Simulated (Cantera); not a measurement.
Input: 1 mol SiC, 0.21 mol N₂O, 4.5 mol H₂, equilibrated at 1798 K.

Equilibrium computed with Cantera from the NASA thermochemical tables; the gas is ideal and each condensed phase is pure. Candidate condensed phases: C, C₆H₆, C₇H₈, C₈H₁₈, H₂O, Si, SiC, SiO₂, Si₂N₂O, Si₃N₄; 151 gas species. Mutual solubility and eutectic melting of coexisting phases are not modelled. The numbers say what is thermodynamically allowed, not how fast it happens.

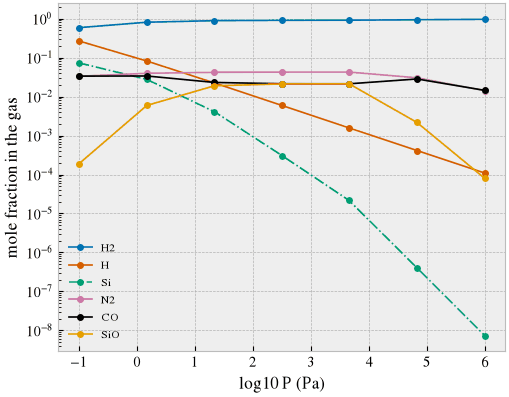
Figure. Equilibrium gas composition (values under 1e-9 drawn at 1e-9)

At 0.100 Pa the condensed part is C(graphite) + SiC(s). From 1.50 Pa to 4600 Pa the condensed part is SiC(s). At 68000 Pa the condensed part is SiC(s) + Si₂N₂O(s). At 1000000 Pa the condensed part is C(graphite) + SiC(s) + Si₂N₂O(s). The main Si-bearing gas is Si at 0.100 Pa and SiO at 1000000 Pa. The share of Si in condensed phases is highest at 1000000 Pa (100.0 %) and lowest at 0.100 Pa (52.3 %).
